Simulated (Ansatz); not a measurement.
Single-point calculation, with input and output: C2H8N2OW

C2H8N2OW, computed with RKS wB97X/def2-mTZVP (Ansatz 0.2.0).

Some settings of this run were made unusual or wrong on purpose. The geometry comes from this level: PBE0-D4/def2-TZVP. Figures and captions count atoms from 1; the log counts them from 0 in places.

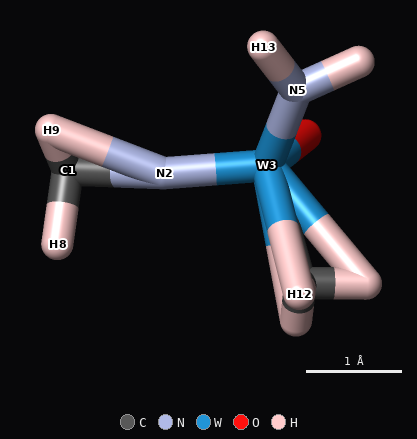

Fig. 1: The structure (stick view, seen at a tilt; atoms are numbered from 1 in the order of the input). Sticks mark near contacts. Bond lengths as drawn: C–H 0.57 to 0.83 Å, C–N 1.09 Å, C–W 1.33 Å, H–N 0.72 to 1.27 Å, H–W 1.64 to 1.70 Å, N–W 1.09 to 1.16 Å and O–W 1.12 Å.

### Input
```yaml
crystal:
  periodic: [false, false, false]
  atoms:
    - {symbol: C, position_ang: [-1.714986, -0.304039, -0.023083]}
    - {symbol: N, position_ang: [-0.650124, -0.108764, 0.099788]}
    - {symbol: W, position_ang: [0.310304, 0.349987, -0.138633]}
    - {symbol: C, position_ang: [1.048254, -0.734254, -0.380704]}
    - {symbol: N, position_ang: [0.657691, 0.937313, 0.794486]}
    - {symbol: O, position_ang: [0.268427, 1.061967, -1.000089]}
    - {symbol: H, position_ang: [-1.997956, -0.027032, -0.662312]}
    - {symbol: H, position_ang: [-1.541508, -1.114579, -0.073993]}
    - {symbol: H, position_ang: [-1.831880, -0.123859, 0.570050]}
    - {symbol: H, position_ang: [1.647854, -0.474759, -0.618007]}
    - {symbol: H, position_ang: [0.965323, -0.981047, -0.888087]}
    - {symbol: H, position_ang: [1.271933, -1.024483, 0.140899]}
    - {symbol: H, position_ang: [0.423779, 1.047536, 1.576385]}
    - {symbol: H, position_ang: [1.174780, 1.430215, 0.744372]}
basis:
  gaussian: {orbitals: def2-mTZVP}
hamiltonian: {xc: {name: wB97X}}
output: {forces: true}
```

Launch command:
```bash
ansatz run in.yaml --threads 4 --pin off --events-out ev --progress --plain --max-ram 11315MiB
```

### The program's output
```
Functional definition: wB97X
  name "wB97X"
  cite "Chai & Head-Gordon, J. Chem. Phys. 128, 084106 (2008) doi:10.1063/1.2834918"
  cite "Becke, J. Chem. Phys. 107, 8554 (1997) doi:10.1063/1.475007"
  parameter omega = 0.3/bohr
  parameter cx = 0.157706
  parameter cx1 = 0.726479
  parameter cx2 = 1.04760
  parameter cx3 = -5.70635
  parameter cx4 = 13.2794
  parameter css1 = -4.33879
  parameter css2 = 18.2308
  parameter css3 = -31.7430
  parameter css4 = 17.2901
  parameter cos1 = 2.37031
  parameter cos2 = -11.3995
  parameter cos3 = 6.58405
  parameter cos4 = -3.78132
  # The coefficients of nought are those of the uniform gas.
  exchange = spin_sum(e_x_unif_sr(omega)*poly(b97_u_x, 1 - cx, cx1, cx2, cx3, cx4)) + cx*exact_x_sr(omega)
      + exact_x_lr(omega)
  correlation = spin_sum(e_c_pw_same_spin*poly(b97_u_same, 1, css1, css2, css3, css4))
      + integral(e_c_pw_opposite_spin*poly(b97_u_opposite, 1, cos1, cos2, cos3, cos4))
1568 factors; integrals over basis functions are off by at most 6.9e-4 eV
421 factors; integrals over basis functions are off by at most 4.7e-6 eV
mean field evaluation 1: about -8830.1985 eV, gradient 1.5e2 eV
mean field evaluation 2: about -8777.5217 eV, gradient 2.1e2 eV
mean field evaluation 4: about -8867.8414 eV, gradient 1.2e1 eV
mean field evaluation 8: about -8868.2245 eV, gradient 9.4e-1 eV
mean field evaluation 16: about -8868.6332 eV, gradient 1.8e-2 eV
mean field -8868.63319860 eV, -325.9162586730 hartree, gradient 2.7e-5 eV, S^2 0.000000; 0 other end points of the search recorded, 0 dependent functions left out
the calculation of the forces begins
reference -8868.63315534 eV, -325.9162570831 hartree; 28, 28 occupied and 132, 132 virtual orbitals, 1568 factors
Total energy: -8868.63315534 eV, -325.9162570831 hartree
Atom 0 at    -1.714986    -0.304039    -0.023083 Å, force    -6.889778   -23.770271   -38.831425 eV/Å
Atom 1 at    -0.650124    -0.108764     0.099788 Å, force  -129.932271   -64.630687    41.608405 eV/Å
Atom 2 at     0.310304     0.349987    -0.138633 Å, force    88.338542   -56.448613   -14.113771 eV/Å
Atom 3 at     1.048254    -0.734254    -0.380704 Å, force    -1.820871     2.209743    37.113032 eV/Å
Atom 4 at     0.657691     0.937313     0.794486 Å, force    25.700934    51.389453   115.842078 eV/Å
Atom 5 at     0.268427     1.061967    -1.000089 Å, force   -10.800156   117.740124  -142.952854 eV/Å
Atom 6 at    -1.997956    -0.027032    -0.662312 Å, force   -14.256788    12.338119   -27.101263 eV/Å
Atom 7 at    -1.541508    -1.114579    -0.073993 Å, force    -1.607179   -20.451795    -1.542902 eV/Å
Atom 8 at    -1.831880    -0.123859     0.570050 Å, force   -20.383692    19.653338    65.730671 eV/Å
Atom 9 at     1.647854    -0.474759    -0.618007 Å, force    41.367368    16.780467   -15.154834 eV/Å
Atom 10 at     0.965323    -0.981047    -0.888087 Å, force   -16.025091   -49.675309   -89.146482 eV/Å
Atom 11 at     1.271933    -1.024483     0.140899 Å, force    23.486301   -34.674930    53.235316 eV/Å
Atom 12 at     0.423779     1.047536     1.576385 Å, force    -4.482008     2.634079    16.827260 eV/Å
Atom 13 at     1.174780     1.430215     0.744372 Å, force    27.304687    26.906281    -1.513232 eV/Å
Dipole moment:     0.148524    -0.079326     0.112921 e Å
```

### Outcome

```json
{"quantity": "outcome", "value": "converged"}
{"quantity": "total energy", "value": "−8868.6332 eV"}
{"quantity": "SCF solution under orbital rotations", "value": "stable"}
{"quantity": "largest force (length of the vector)", "value": "185.513 eV/Å"}
{"quantity": "dipole moment", "value": "0.97 D"}
{"quantity": "hardware", "value": "4 threads of Arm Neoverse V2, 23 GiB of memory available, shared host"}
{"quantity": "wall time", "value": "10 s (CPU time 37 s)"}
{"quantity": "peak memory", "value": "0.64 GiB"}
```

This input holds a deliberate fault: squeeze. The run converged all the same; its numbers are those of the faulty input and shouldn't be used.
